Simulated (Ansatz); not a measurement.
## A convergence test on CuBiSeO (P4/nmm): wavefunction cutoff

Wanted: the cheapest wavefunction cutoff that holds the r2SCAN gap of CuBiSeO (P4/nmm).

Method: DFT, r2SCAN, plane waves, PAW; PAW set soft_1, in Ansatz 0.2.0.

## Step 1: Starting point

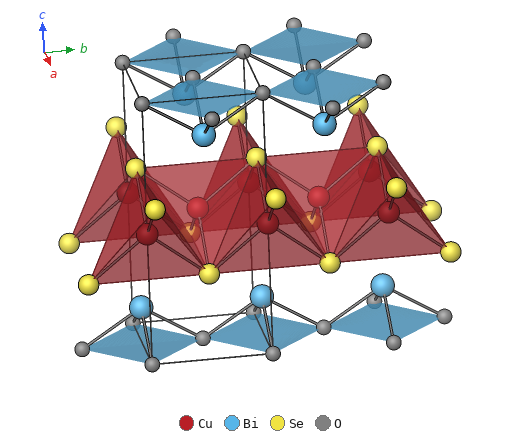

Start, viewed slightly off an axis; copper red, bismuth blue, selenium yellow, oxygen grey. 1×2×1 cells are drawn. Some periodic images of atoms are drawn too.

Geometry: measured lattice cell, ions relaxed with r2SCAN; the structure entry is the Materials Project's. The runs that relaxed it are not among those shown. Spin-orbit coupling is left out unless a step names it.

## Step 2: Wavefunction cutoff: 220 eV

File input.yaml:

```yaml
crystal:
  lattice:
    - [3.9221, 0.0, 0.0]
    - [0.0, 3.9221, 0.0]
    - [0.0, 0.0, 8.9133]
  atoms:
    - { symbol: Cu, position: [0.0, 0.0, 0.5] }
    - { symbol: Cu, position: [0.5, 0.5, 0.5] }
    - { symbol: Bi, position: [0.0, 0.5, 0.8600640231] }
    - { symbol: Bi, position: [0.5, 0.0, 0.1399359769] }
    - { symbol: Se, position: [0.5, 0.0, 0.6731283809] }
    - { symbol: Se, position: [0.0, 0.5, 0.3268716191] }
    - { symbol: O, position: [0.5, 0.5, 0.0] }
    - { symbol: O, position: [0.0, 0.0, 0.0] }
kpoints:
  mp_grid: { grid: [6, 6, 4] }
  band_path:
    path:
      - [0.0, 0.0, 0.0]
      - [0.0, 0.5, 0.0]
      - [0.5, 0.5, 0.0]
      - [0.0, 0.0, 0.5]
      - [0.0, 0.5, 0.5]
      - [0.5, 0.5, 0.5]
      - [0.1666666667, 0.1666666667, 0.0]
    npoints: 1
hamiltonian:
  xc: r2scan
  pseudopotentials: { kind: paw, azcp: { folder: soft_1 } }
scf:
  occupations: { method: fermi_dirac, width: 0.02 }
  n_extra_bands: 6
  max_iter: 80
output:
  eigenvalues: true
  forces: true
  stress: true
basis:
  ecutwfc: 220.0
```

On the command line:

```console
$ ansatz run input.yaml --threads 3 --pin off --max-ram 92160MiB --backend cuda --events-out ev --progress --plain --runs-dir out --devices 1 --max-vram 13GiB
```

Numbers of over 12 decimals in the logs are rounded to 6 here.

What it wrote:

```text
Warning: basis.ecutwfc = 220 eV is below the records' recommended 500 eV, and the density's cutoff is lower with it unless basis.ecutrho_ratio is high enough to keep the records' density cutoff: compare with a run at a higher cutoff
scf.n_extra_bands = 6 over 56 filled bands (N_el = 112.0): the run solves 62 bands
GPUs: using 1 of 1 available (devices: 1).
Engine: ansatz 0.2.0, x86_64-unknown-linux-gnu
Pseudopotentials: kind: paw
Pseudopotential: Cu, paw, valence charge 19, recommended cutoff 500 eV (meta_gga), soft_1/Cu.paw.azcp
Pseudopotential: Bi, paw, valence charge 15, recommended cutoff 500 eV (meta_gga), soft_1/Bi.paw.azcp
Pseudopotential: Se, paw, valence charge 16, recommended cutoff 500 eV (meta_gga), soft_1/Se.paw.azcp
Pseudopotential: O, paw, valence charge 6, recommended cutoff 500 eV (meta_gga), soft_1/O.paw.azcp
Functional definition: r2SCAN
  parameter k0 = 0.174
  parameter k1 = 0.065
  parameter a1 = 4.9479
  exchange = r2scan_x(k0 = k0, k1 = k1, a1 = a1)
  correlation = r2scan_c
device memory: the entry about to start is reckoned to put 2.2 GiB on a device that reports 60.2 GiB free (of which the cap on the GPU budget leaves the run 13.0 GiB)
GPU FFT provider: cuFFT
GPU libraries: cuBLAS 13.8.2, cuFFT 12.4.0, cuSOLVER 12.3.4
Crystal: 8 atoms, lattice volume = 137.112 Å³
Basis set: ecut = 220 eV, 1033 PW (Γ), exchange–correlation on 80×80×180 points (64 copies of the dense FFT grid, shifted against one another)
Bands: 62, of which v1, the nominal top of the filled ones, is band 56 counted from 1 (55 counted from 0)
Symmetry: 16 space group operations
Space group: P4/nmm (ITA 129), of the structure as read, at distance tolerance 5.2e-5 Å
k-points: 30 of 144
Non-local potential: Cu, projectors of the file, l = 0: 3, l = 1: 2, l = 2: 3, l = 3: 1
Non-local potential: Bi, projectors of the file, l = 0: 2, l = 1: 2, l = 2: 2, l = 3: 1
Non-local potential: Se, projectors of the file, l = 0: 2, l = 1: 2, l = 2: 3, l = 3: 1
Non-local potential: O, projectors of the file, l = 0: 2, l = 1: 2, l = 2: 1
PAW form: soft (Blöchl's): semilocal exchange-correlation on the pseudo side does not see the compensation charge
PAW frozen core: Cu, regenerated for the run's functional (the file was generated under x = pbe(κ = 0.804, μ = 0.219515), c = pbe(β = 0.066725))
PAW frozen core: Bi, regenerated for the run's functional (the file was generated under x = pbe(κ = 0.804, μ = 0.219515), c = pbe(β = 0.066725))
PAW frozen core: Se, regenerated for the run's functional (the file was generated under x = pbe(κ = 0.804, μ = 0.219515), c = pbe(β = 0.066725))
PAW frozen core: O, regenerated for the run's functional (the file was generated under x = pbe(κ = 0.804, μ = 0.219515), c = pbe(β = 0.066725))
PAW one-centre angular grid: Cu, 590 points (default); XC on 160 Gauss nodes
PAW one-centre angular grid: Bi, 590 points (default); XC on 160 Gauss nodes
PAW one-centre angular grid: Se, 590 points (default); XC on 160 Gauss nodes
PAW one-centre angular grid: O, 302 points (default); XC on 160 Gauss nodes
Initial density: superposition of atomic densities (chi_scale 0.1, normalization cell, long waves 63 % of neutral atoms (reshape's long-wave potential 1.63 eV rms, cloud 2.68 Å wide))
Initial wavefunctions: pseudopotential atomic-orbital guess
GPU buffer pool allocated for 18000 grid points (all kernels)
GPU transforms: local potential and band sums: pruned to the plane-wave sphere, on 20×20×45
Functional: x = r2scan, c = r2scan; τ floored in thin density (d = 2e-4 eV/Å³)
SCF iter   1: F=—  HF=-50170.472042 eV  |F-HF|=—  |Δ(HF+E_count)|=         —  Δρ=1.16e-1  dr2=5.72e1  dr2_τ=5.51e-1  ethr=3.10e-3  ⟨swp⟩=5.3  Hψ=6235  notcnv=0
preconditioner: auto → LDOS  [insulator: Δε(μ)=0.187 eV  Ē_g=14.077 eV  σ=0.020 eV  W_gap=0.60  n_scr=38 (ndim 8)  ℏωp=27.6 eV  f_vac=0.014  D(μ)=1.37/eV (n_scr^D=2)  ε∞_Penn≈4.9  β→1.0]
SCF iter   2: F=—  HF=-50163.914979 eV  |F-HF|=—  |Δ(HF+E_count)|=    6.56e0  Δρ=1.00e-1  dr2=1.71e1  dr2_τ=7.62e-1  ethr=3.10e-3  ⟨swp⟩=3.4  Hψ=4054  notcnv=0
SCF iter   3: F=—  HF=-50162.513562 eV  |F-HF|=—  |Δ(HF+E_count)|=    1.40e0  Δρ=5.39e-2  dr2=3.08e0  dr2_τ=1.40e-1  ethr=3.10e-3  ⟨swp⟩=2.0  Hψ=4031  notcnv=0
SCF iter   4: F=—  HF=-50161.844355 eV  |F-HF|=—  |Δ(HF+E_count)|=   6.69e-1  Δρ=1.11e-2  dr2=1.09e-1  dr2_τ=1.66e-2  ethr=2.75e-3  ⟨swp⟩=2.0  Hψ=3230  notcnv=0  defer=30
SCF iter   5: F=—  HF=-50161.842115 eV  |F-HF|=—  |Δ(HF+E_count)|=   2.24e-3  Δρ=2.74e-3  dr2=2.74e-2  dr2_τ=4.59e-4  ethr=9.77e-5  ⟨swp⟩=3.2  Hψ=3298  notcnv=0
SCF iter   6: F=—  HF=-50161.841858 eV  |F-HF|=—  |Δ(HF+E_count)|=   2.57e-4  Δρ=1.66e-3  dr2=5.59e-3  dr2_τ=2.90e-4  ethr=2.45e-5  ⟨swp⟩=3.0  Hψ=3017  notcnv=0
SCF iter   7: F=—  HF=-50161.841266 eV  |F-HF|=—  |Δ(HF+E_count)|=   5.91e-4  Δρ=6.22e-4  dr2=9.71e-4  dr2_τ=2.17e-5  ethr=4.99e-6  ⟨swp⟩=2.0  Hψ=2860  notcnv=0
SCF iter   8: F=—  HF=-50161.840923 eV  |F-HF|=—  |Δ(HF+E_count)|=   3.44e-4  Δρ=1.82e-4  dr2=3.62e-5  dr2_τ=9.98e-7  ethr=8.67e-7  ⟨swp⟩=2.0  Hψ=2222  notcnv=0
SCF iter   9: F=—  HF=-50161.841304 eV  |F-HF|=—  |Δ(HF+E_count)|=   3.82e-4  Δρ=3.29e-5  dr2=1.22e-6  dr2_τ=1.13e-7  ethr=3.24e-8  ⟨swp⟩=2.0  Hψ=2692  notcnv=0
SCF iter  10: F=—  HF=-50161.841305 eV  |F-HF|=—  |Δ(HF+E_count)|=   5.36e-7  Δρ=1.41e-5  dr2=1.57e-7  dr2_τ=5.62e-9  ethr=1.09e-9  ⟨swp⟩=2.0  Hψ=2974  notcnv=0
SCF iter  11: F=-50161.841305 eV  HF=-50161.841305 eV  |F-HF|=2.04e-9  |Δ(HF+E_count)|=   9.64e-8  Δρ=2.89e-6  dr2=8.41e-9  dr2_τ=5.24e-10  ethr=8.93e-11  ⟨swp⟩=5.3  Hψ=6836  notcnv=0
SCF 1 converged in 11 iterations: F = -50161.841305 eV  dr2 = 8.41e-9
[...]
device memory: the entry about to start is reckoned to put 2.0 GiB on a device that reports 60.7 GiB free (of which the cap on the GPU budget leaves the run 13.0 GiB)
NSCF: frozen V_eff on 7 k-points
SCF converged after 11 iterations
Free energy (F): -50161.841305 eV
Harris-Foulkes:  -50161.841305 eV  (|F-HF|=2.04e-9)
Internal energy: -50161.841305 eV  (E = F + TS)
E sigma→0 (E₀):  -50161.841305 eV
Fermi energy:    12.360614 eV
--- Per-component energies (eV) ---
  E_band       = -1807.971463
  E_kinetic    = 1634.310351
  E_local      = -20764.308276  (includes V_loc(G=0)·N_el)
  E_nonlocal   = 2126.708958
  E_hartree    = 9479.489639
  E_xc         = -722.663849
  E_vxc        = -879.089751  (∫ρ·V_xc dr)
  E_paw        = -29770.883629  (= ΣΔE_a)
  E_vpaw       = -2936.890883  (= ΣTr[D̂ρ^β])
  E_aug_tail   = -0.276917  (compensation charges beyond the density's cutoff)
  E_vtau       = 52.586886  (kinetic-family band-sum trace: ∫τ·v_τ [+ j·A + Jᵃ·Aᵃ] dr)
  E_ewald      = -12141.772690
  E_core_change = -2.444892  (= ΣΔE_core)
  E_smearing   = -0.000000  (= −TS)
  E_closure    = -0.000000  (closes the sum)
  Σ components = -50161.841305   (vs F -50161.841305, Δ=0.00e0)
--- Forces (eV/Å), atoms counted from 1 ---
  atom   1  Cu     0.00000000     0.00000000     0.00000000
  atom   2  Cu     0.00000000     0.00000000    -0.00000000
  atom   3  Bi     0.00000000     0.00000000     1.07753990
  atom   4  Bi     0.00000000     0.00000000    -1.07753990
  atom   5  Se     0.00000000     0.00000000     0.27568913
  atom   6  Se     0.00000000     0.00000000    -0.27568913
  atom   7  O     -0.00000000     0.00000000    -0.00000000
  atom   8  O     -0.00000000     0.00000000     0.00000000
  max |Σ_I F_I| component: 8.33e-17 eV/Å
--- Stress (GPa, compression-positive) ---
       -0.978221       0.000000       0.000000
        0.000000      -0.978221       0.000000
        0.000000       0.000000      -1.327539
  P = ⅓ Tr σ = -1.0947 GPa (-10.947 kbar)
--- Band table (eV; the first three rows and the last of 30) ---
  k-point 0: bands = [... 52 lower, 10.5270, 11.2137, 11.5464, 11.5464, 12.7814, 13.5205, 15.8547, 15.8547, ... 2 higher]
  k-point 1: bands = [... 52 lower, 10.5444, 11.2483, 11.7028, 11.7028, 12.7832, 13.1792, 15.4573, 15.4573, ... 2 higher]
  k-point 2: bands = [... 52 lower, 10.5503, 11.3315, 11.8575, 11.8575, 12.7720, 12.8175, 15.1425, 15.1425, ... 2 higher]
  k-point 29: bands = [... 52 lower, 10.0186, 10.0186, 10.7510, 10.7510, 14.2631, 14.2631, 15.2021, 15.2021, ... 2 higher]
```

It took 8.1 s on 1 × NVIDIA H100 80GB HBM3 (shared by 6 runs) with 3 threads of AMD EPYC 7R13 (Zen 3), shared host; peak memory 0.96 GiB; 4.8 s of CPU time.

The column dr2 measures how far the density is from self-consistency, as an energy; F and HF (Harris–Foulkes) agree once it is small.

This step gave:

* pressure: -1.095 GPa
* gap: 0.8339 eV
* valence top at: k = (0.167, 0.167, 0.000)
* conduction bottom at: Z
* least direct gap: 0.9145 eV

The gap is indirect, with the least direct gap 0.08 eV higher.

## Step 3: Wavefunction cutoff: 350 eV

Edit input.yaml of step 2 so:

```diff
@@ -30,3 +30,3 @@
 scf:
-  occupations: { method: fermi_dirac, width: 0.02 }
+  occupations: { method: fixed }
   n_extra_bands: 6
@@ -38,2 +38,2 @@
 basis:
-  ecutwfc: 220.0
+  ecutwfc: 350.0
```

What it wrote:

```text
[...]
GPUs: using 1 of 1 available (devices: 1).
[...]
GPU FFT provider: cuFFT
GPU libraries: cuBLAS 13.8.2, cuFFT 12.4.0, cuSOLVER 12.3.4
Crystal: 8 atoms, lattice volume = 137.112 Å³
Basis set: ecut = 350 eV, 2023 PW (Γ), exchange–correlation on 96×96×240 points (64 copies of the dense FFT grid, shifted against one another)
[...]
k-point 0: bands = [... 52 lower, 11.0581, 11.4346, 11.8460, 11.8460, 12.8190, 13.4663, 15.7491, 15.7491, ... 2 higher]
  k-point 1: bands = [... 52 lower, 11.0581, 11.4119, 12.0022, 12.0022, 12.8571, 13.1431, 15.2922, 15.2922, ... 2 higher]
  k-point 2: bands = [... 52 lower, 11.0581, 11.4349, 12.1616, 12.1616, 12.7952, 12.9153, 14.9710, 14.9710, ... 2 higher]
  k-point 29: bands = [... 52 lower, 10.4809, 10.4809, 11.2187, 11.2187, 14.1898, 14.1898, 15.0574, 15.0574, ... 2 higher]
[key lines of the parts left out:]
SCF converged after 13 iterations
Free energy (F): -50183.053108 eV
Fermi energy:    12.247581 eV
P = ⅓ Tr σ = 0.8597 GPa (8.597 kbar)
```

Elapsed: 9.9 s, on 1 × NVIDIA H100 80GB HBM3 (shared by 6 runs) with 3 threads; peak memory 1 GiB; 6.5 s of CPU time.

This step gave:

| Property | Result |
| --- | --- |
| pressure | 0.8597 GPa |
| gap | 0.5477 eV |
| valence top at | k = (0.167, 0.167, 0.000) |
| conduction bottom at | Z |
| least direct gap | 0.6336 eV |

The gap is 0.548 eV, −0.286 eV from the run before at this level.

## Step 4: Wavefunction cutoff: 500 eV (the default)

input.yaml, the sections that differ from step 3:

```yaml
kpoints:
  mp_grid: { grid: [6, 6, 4] }
  band_path:
    path:
      - [[0.0, 0.0, 0.0], [0.0, 0.5, 0.0], [0.5, 0.5, 0.0], [0.0, 0.0, 0.0], [0.0, 0.0, 0.5], [0.0, 0.5, 0.5], [0.5, 0.5, 0.5], [0.0, 0.0, 0.5]]
      - [[0.0, 0.5, 0.0], [0.0, 0.5, 0.5]]
      - [[0.5, 0.5, 0.0], [0.5, 0.5, 0.5]]
    npoints: 10
scf:
  occupations: { method: fermi_dirac, width: 0.02 }
  n_extra_bands: 6
output:
  eigenvalues: true
  forces: true
  stress: true
  write_density: true
  write_potential: true
  elf: true
  volumetric_format: npy
# crystal, hamiltonian: as in step 3
# basis: removed
```

What it wrote:

```text
[...]
GPUs: using 1 of 1 available (devices: 1).
[...]
GPU FFT provider: cuFFT
GPU libraries: cuBLAS 13.8.2, cuFFT 12.4.0, cuSOLVER 12.3.4
Crystal: 8 atoms, lattice volume = 137.112 Å³
Basis set: ecut = 500 eV, 3465 PW (Γ), exchange–correlation on 120×120×288 points (64 copies of the dense FFT grid, shifted against one another)
[...]
k-point 0: bands = [... 52 lower, 11.0489, 11.4296, 11.8400, 11.8400, 12.8176, 13.4629, 15.7451, 15.7451, ... 2 higher]
  k-point 1: bands = [... 52 lower, 11.0489, 11.4074, 11.9963, 11.9963, 12.8556, 13.1402, 15.2878, 15.2878, ... 2 higher]
  k-point 2: bands = [... 52 lower, 11.0489, 11.4311, 12.1558, 12.1558, 12.7930, 12.9131, 14.9659, 14.9659, ... 2 higher]
  k-point 29: bands = [... 52 lower, 10.4728, 10.4728, 11.2103, 11.2103, 14.1874, 14.1874, 15.0541, 15.0541, ... 2 higher]
[key lines of the parts left out:]
SCF converged after 13 iterations
Free energy (F): -50183.187139 eV
Fermi energy:    12.529160 eV
P = ⅓ Tr σ = 0.7640 GPa (7.640 kbar)
```

Wall time 11 s (1 × NVIDIA H100 80GB HBM3 (shared by 6 runs) with 3 threads); peak memory 1.3 GiB.

Numbers from this step:

| Item | Value |
| --- | --- |
| pressure | 0.7640 GPa |
| gap | 0.5509 eV |
| valence top at | k = (0.167, 0.167, 0.000) |
| conduction bottom at | Z |
| least direct gap | 0.6372 eV |

The gap is 0.551 eV, +0.003 eV from the run before at this level.

## Step 5: Wavefunction cutoff: 750 eV

input.yaml, the sections that differ from step 4:

```yaml
kpoints:
  mp_grid: { grid: [6, 6, 4] }
  band_path:
    path:
      - [0.0, 0.0, 0.0]
      - [0.0, 0.5, 0.0]
      - [0.5, 0.5, 0.0]
      - [0.0, 0.0, 0.5]
      - [0.0, 0.5, 0.5]
      - [0.5, 0.5, 0.5]
      - [0.1666666667, 0.1666666667, 0.0]
    npoints: 1
scf:
  occupations: { method: fixed }
  n_extra_bands: 6
  max_iter: 80
output:
  eigenvalues: true
  forces: true
  stress: true
basis:
  ecutwfc: 750.0
# crystal, hamiltonian: as in step 4
```

What it wrote:

```text
[...]
GPUs: using 1 of 1 available (devices: 1).
[...]
GPU FFT provider: cuFFT
GPU libraries: cuBLAS 13.8.2, cuFFT 12.4.0, cuSOLVER 12.3.4
Crystal: 8 atoms, lattice volume = 137.112 Å³
Basis set: ecut = 750 eV, 6407 PW (Γ), exchange–correlation on 144×144×320 points (64 copies of the dense FFT grid, shifted against one another)
[...]
k-point 0: bands = [... 52 lower, 11.0475, 11.4289, 11.8390, 11.8390, 12.8167, 13.4621, 15.7442, 15.7442, ... 2 higher]
  k-point 1: bands = [... 52 lower, 11.0475, 11.4067, 11.9953, 11.9953, 12.8547, 13.1394, 15.2871, 15.2871, ... 2 higher]
  k-point 2: bands = [... 52 lower, 11.0475, 11.4303, 12.1548, 12.1548, 12.7924, 12.9121, 14.9653, 14.9653, ... 2 higher]
  k-point 29: bands = [... 52 lower, 10.4715, 10.4715, 11.2090, 11.2090, 14.1866, 14.1866, 15.0534, 15.0534, ... 2 higher]
[key lines of the parts left out:]
SCF converged after 12 iterations
Free energy (F): -50183.200096 eV
Fermi energy:    12.241113 eV
P = ⅓ Tr σ = 0.7548 GPa (7.548 kbar)
```

Run time: 15 s. Hardware: 1 × NVIDIA H100 80GB HBM3 (shared by 6 runs) with 3 threads; peak memory 1.3 GiB.

This step gave:

```yaml
pressure: 0.7548 GPa
gap: 0.5512 eV
valence_top_at: k = (0.167, 0.167, 0.000)
conduction_bottom_at: Z
least_direct_gap: 0.6375 eV
```

The gap is 0.551 eV, as in the run before at this level.

## Step 6: The series

Differences are against the last row; a negative gap means that bands overlap, and a run with a band path holds that path's time. Times are wall times on 1 × NVIDIA H100 80GB HBM3 (shared by 6 runs) with 3 threads of AMD EPYC 7R13 (Zen 3), shared host, good to a factor of about two.

| wavefunction cutoff | gap (eV) | direct gap (eV) | gap error (eV) | energy error (meV/atom) | irreducible k | time |
| --- | --- | --- | --- | --- | --- | --- |
| 220 eV | 0.834 | 0.915 | +0.283 | +2669.8 | 30 | 8.1 s |
| 350 eV | 0.548 | 0.634 | −0.004 | +18.4 | 30 | 9.9 s |
| 500 eV | 0.551 | 0.637 | −0.0003 | +1.6 | 30 | 11 s |
| 750 eV | 0.551 | 0.638 | +0.000 | +0.0 | 30 | 15 s |

## Step 7: Summary of results

```
220 eV : 0.834 eV
350 eV : 0.548 eV
500 eV : 0.551 eV
750 eV : 0.551 eV
```

In words: The gap holds to 0.02 eV from 350 eV on. At 220 eV the gap is off by +0.283 eV and the energy by +2670 meV/atom. The runs have no spin polarisation. For a closed low-spin shell that is the natural state; where a d or f shell is open it is a constraint, and the gap is then not the crystal's own.

[Paths, hosts, dates, memory and timing lines, banners, echoed tables and standing remarks are left out of the program output.]

[Logs are printed without paths, hosts, clocks, repeated set-up lines and the standing remarks that a program may print on its own settings, such as how far it seeks lower states.]

[Runs of the session that timed out or met a known fault of the program may be left out.]

[Cells called generated may have been cut or substituted from an entry of the Crystallography Open Database or the Materials Project.]

[Hosts, paths, dates, database ids (printed as entryN), source tags and the programs' standing remarks are cut or masked in the printed files.]
